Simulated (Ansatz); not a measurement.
# Series on twisted blue phosphorene bilayer, by twist angle

How do forces, levels and cost change with the twist angle, which sets the moiré cell and the mix of stacking registries?

Computed with Ansatz 0.2.0: Kohn-Sham DFT, PBE+D4, PAW (set soft_2). Every run is a single point, with the atoms held where the recipe put them (cutoff of the plane-wave runs 420 eV, fixed occupations).

First member: blue phosphorene (a = 3.28 Å) under blue phosphorene (a = 3.28 Å), bilayer, commensurate cell of 61 unit cells a layer, twist 7.34 deg; facing planes 3.48 Å apart; 12 Å of vacuum; layers as built, displaced by a Gaussian of 0.01 Å.

Last member: blue phosphorene (a = 3.28 Å) under blue phosphorene (a = 3.28 Å), bilayer, commensurate cell of 13 unit cells a layer, twist 87.80 deg; facing planes 3.48 Å apart; 12 Å of vacuum; layers as built, displaced by a Gaussian of 0.01 Å.

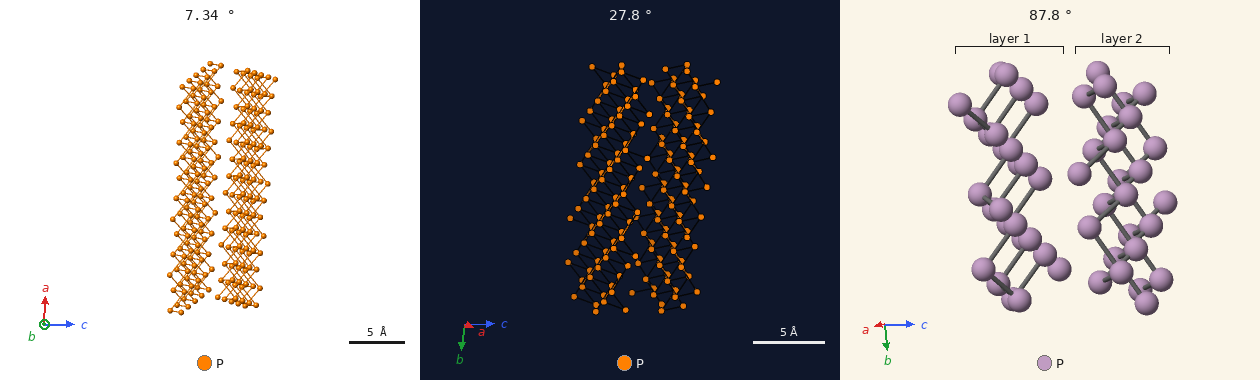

Three members of the series, labelled by twist angle. Some periodic images of atoms are drawn too.

The members:

| twist angle (°) | reduced formula | atoms | valence electrons | k-mesh | basis |
| --- | --- | --- | --- | --- | --- |
| 7.341 | P | 244 | 1220 | 1×1×1 | support functions |
| 9.43 | P | 148 | 740 | 1×1×1 | plane waves |
| 13.17 | P | 76 | 380 | 1×1×1 | plane waves |
| 27.80 | P | 156 | 780 | 1×1×1 | plane waves |
| 77.90 | P | 124 | 620 | 1×1×1 | plane waves |
| 87.80 | P | 52 | 260 | 1×1×1 | plane waves |

Q: What do these runs give, and what do they cost?

Results:

| twist angle (°) | r.m.s. force (eV/Å) | gap (eV) |
| --- | --- | --- |
| 7.341 | 0.134 | 1.38 |
| 9.43 | 0.132 | 1.44 |
| 13.17 | 0.123 | 1.41 |
| 27.80 | 0.129 | 1.45 |
| 77.90 | 0.139 | 1.49 |
| 87.80 | 0.137 | 2.01 |

The gap is that between the highest filled and lowest empty Kohn-Sham level on the run's k-points; surface or edge levels can set it, and semilocal functionals tend to put gaps under measured ones.

Bonds in each cell, which the recipe sets and DFT didn't move; cutoffs follow each cell's own g(r) within set bounds (mean length in Å, and neighbours of the second kind about the first):

| twist angle (°) | P-P length | P-P count |
| --- | --- | --- |
| 7.341 | 2.264 | 3.00 |
| 9.43 | 2.264 | 3.00 |
| 13.17 | 2.263 | 3.00 |
| 27.80 | 2.264 | 3.00 |
| 77.90 | 2.263 | 3.00 |
| 87.80 | 2.264 | 3.00 |

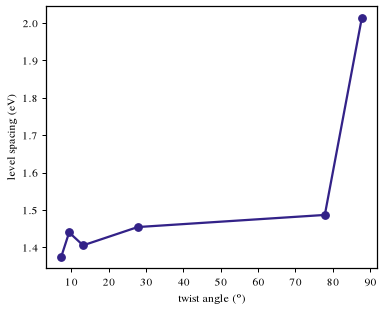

Results against twist angle.

Cost on 8 threads of Arm Neoverse V1, shared host:

| twist angle (°) | atoms | basis | k-mesh | SCF cycles | time | host memory (GiB) | Δ force from the first basis (meV/Å) |
| --- | --- | --- | --- | --- | --- | --- | --- |
| 7.341 | 244 | support functions | 1×1×1 | 17 | 4.5 min | 9.4 | - |
| 9.43 | 148 | plane waves | 1×1×1 | 11 | 1.8 min | 7.6 | - |
| 9.43 | 148 | support functions | 1×1×1 | 12 | 2 min | 7.1 | 0.17 |
| 13.17 | 76 | plane waves | 1×1×1 | 10 | 20 s | 2.8 | - |
| 13.17 | 76 | support functions | 1×1×1 | 12 | 70 s | 4.8 | 0.16 |
| 27.80 | 156 | plane waves | 1×1×1 | 11 | 1.9 min | 8.4 | - |
| 27.80 | 156 | support functions | 1×1×1 | 12 | 1.9 min | 7.3 | 0.17 |
| 77.90 | 124 | plane waves | 1×1×1 | 10 | 65 s | 5.9 | - |
| 77.90 | 124 | support functions | 1×1×1 | 12 | 1.7 min | 6.8 | 0.21 |
| 87.80 | 52 | plane waves | 1×1×1 | 9 | 8.6 s | 1.7 | - |
| 87.80 | 52 | support functions | 1×1×1 | 12 | 39 s | 3.1 | 0.13 |

Times include the outputs that each run asked for, on hosts shared with other jobs.

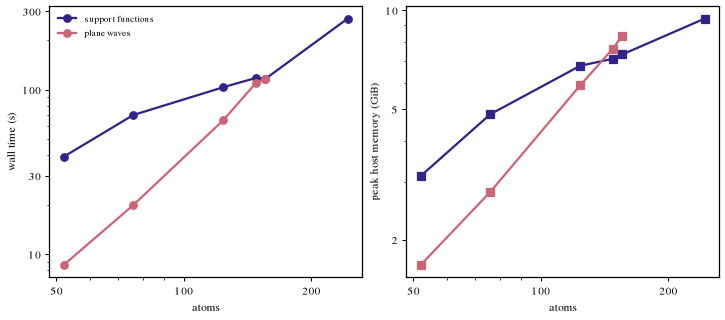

Wall time and memory against the number of atoms.

What the series shows: The gap lies between 1.38 and 2.01 eV (large angles can repeat smaller ones by the lattice's symmetry, so no trend is read); each angle folds other k-points onto its coarse mesh, so sampling can make such differences. Support functions take 4.6 times the wall time of plane waves at 52 atoms and 1.0 times at 156 (the times hold unlike extra outputs; shared hosts, so rough).

Caveats: Beside vacuum, support functions can miss their usual error bounds without a warning. The random displacements of the recipe add to the forces of every member.

[Hosts, paths, dates, database ids (printed as entryN), source tags and the programs' standing remarks are cut or masked in the printed files.]
